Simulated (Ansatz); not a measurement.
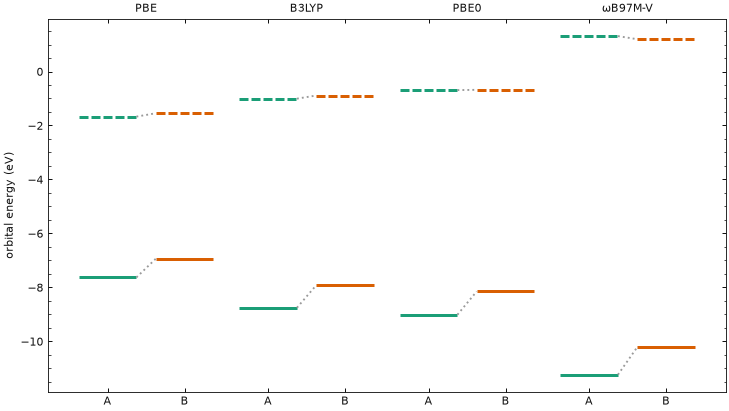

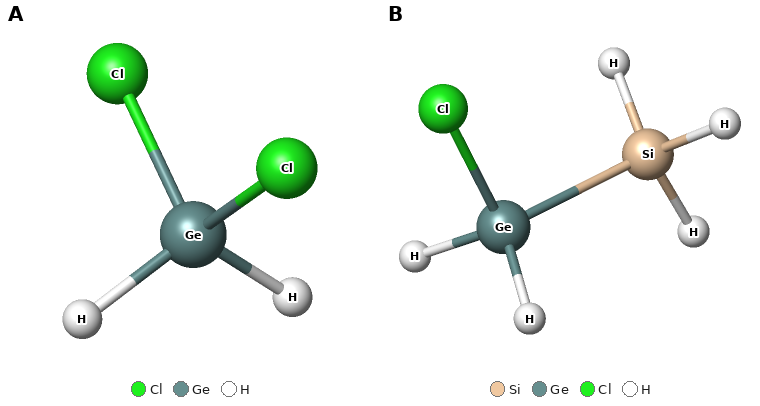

One change: A, GeH₂Cl₂ (SMILES [Cl][GeH2][Cl]), becomes B, GeSiH₅Cl (SMILES [SiH3][GeH2][Cl]). Cl on Ge is replaced by SiH₃. HOMO (solid) and LUMO (dashed) computed in def2-TZVPP at PBE0-D4/def2-TZVP geometries, both minima by their frequencies, gas phase, the Ansatz code 0.2.0. Empty levels above zero depend strongly on the basis.

Q: What does the change do to HOMO and LUMO?

A: PBE: the HOMO rises by 0.69 eV, the LUMO rises by 0.12 eV, and the separation goes from 5.96 to 5.39 eV. B3LYP: the HOMO rises by 0.83 eV, the LUMO rises by 0.12 eV, and the separation goes from 7.75 to 7.03 eV. PBE0: the HOMO rises by 0.86 eV, the LUMO hardly moves, and the separation goes from 8.32 to 7.47 eV. ωB97M-V: the HOMO rises by 1.02 eV, the LUMO falls by 0.11 eV, and the separation goes from 12.55 to 11.41 eV.

Q: Do the functionals agree on the effect?

A: Not on every direction; the HOMO shift lies between 0.69 and 1.02 eV and the LUMO shift between −0.11 and 0.12 eV, while the separations themselves differ by up to 6.6 eV between functionals.
